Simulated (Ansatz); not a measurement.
# C2H6B (SMILES C[B]C) (doublet): what the fields show

The calculation's input:

```
crystal:
  periodic: [false, false, false]
  atoms:
    - { symbol: C, position_ang: [-0.6225, 0.8721, -0.7704] }
    - { symbol: B, position_ang: [0.6754, 0.164, -0.4205] }
    - { symbol: C, position_ang: [0.6805, -0.9134, 0.7266] }
    - { symbol: H, position_ang: [-1.362, 0.1874, -1.0983] }
    - { symbol: H, position_ang: [-0.4833, 1.6204, -1.6312] }
    - { symbol: H, position_ang: [-1.0367, 1.4911, 0.103] }
    - { symbol: H, position_ang: [0.0401, -1.7393, 0.5035] }
    - { symbol: H, position_ang: [1.7802, -1.3025, 0.8294] }
    - { symbol: H, position_ang: [0.4168, -0.426, 1.7408] }
basis:
  gaussian:
    orbitals: aug-cc-pVDZ
hamiltonian:
  xc: b3lyp
magnetization:
  spin_polarized: true
  initial_magnetization: 1.0
output:
  orbitals: {}
```

Run with:

```sh
python energy_c2h6b.py --xc b3lyp
```

These are results of Ansatz 0.2.0, SCF B3LYP, Gaussian basis, not measurements.

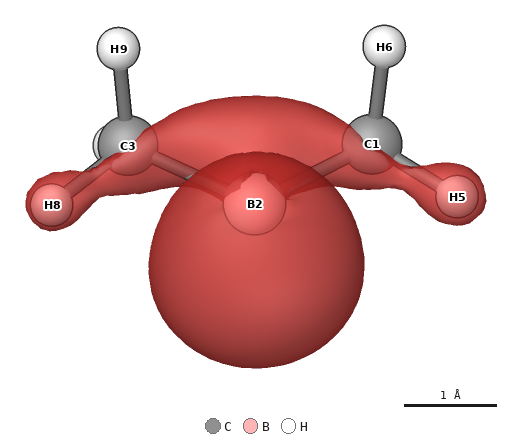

Figure 1. Isosurfaces of the spin density (α minus β) at +0.02 (red) and −0.02 e/Å³ (blue), seen at a tilt.

### Where is the unpaired spin?

The unpaired spin (1 electron) lies mostly on B2 (about 0.8), C1 (about 0.1) and C3 (about 0.1), in electrons by Hirshfeld's partition. Only one sign reaches the isovalue.

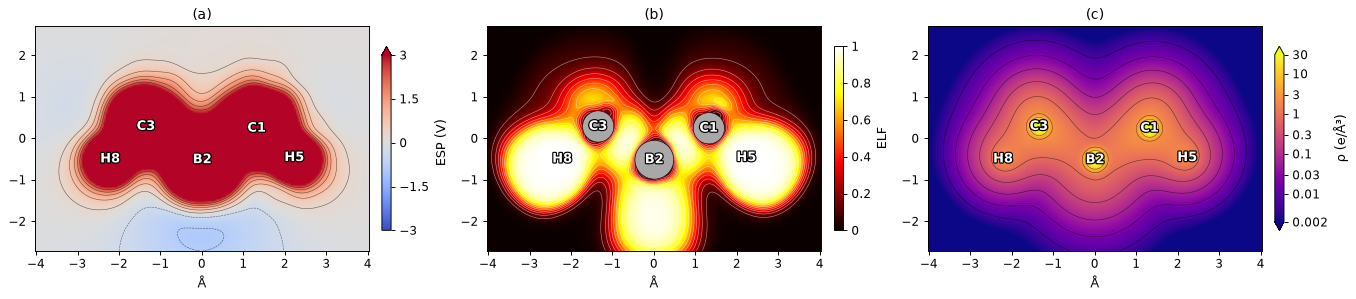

Figure 2. (a) molecular electrostatic potential; (b) electron localisation function; (c) electron density on the plane of atoms C1, B2 and C3. Grey discs cover the atomic cores in the ELF map.

### What does the map show?

The plane passes through C, B and H nuclei. C–B (1.52 Å): the density is about 1.5 e/Å³ at the midpoint; the ELF peaks at about 0.95 between the atoms: localised, covalent bonding. C–B (1.57 Å): the density is about 1.4 e/Å³ at the midpoint; the ELF peaks at about 0.95 between the atoms, as expected for a covalent bond. Outside the dense part of the molecule the potential is most negative (−0.9 V) near B2.

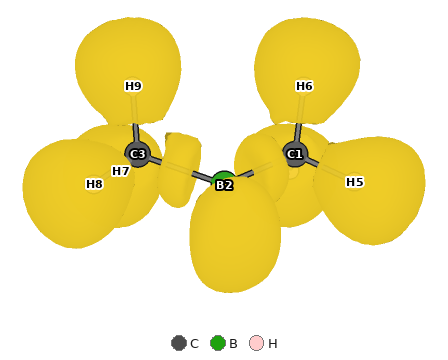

Figure 3. Isosurface of the electron localisation function at 0.8 (yellow), seen at a tilt. Only the valence region is drawn (cores and ρ < 0.01 e/Å³ removed).

### Identify the bonds, lone pairs and shells in this picture.

At this value the surface marks out two regions between bonded B–C atoms (shared pairs), six regions around hydrogen nuclei and one lobe on B, pointing away from the bonds (non-bonding electrons). Profiles from the grid: C–H (1.06 Å): the ELF climbs to about 1 towards the hydrogen, as it does in any bond to H: an ordinary covalent bond to hydrogen.
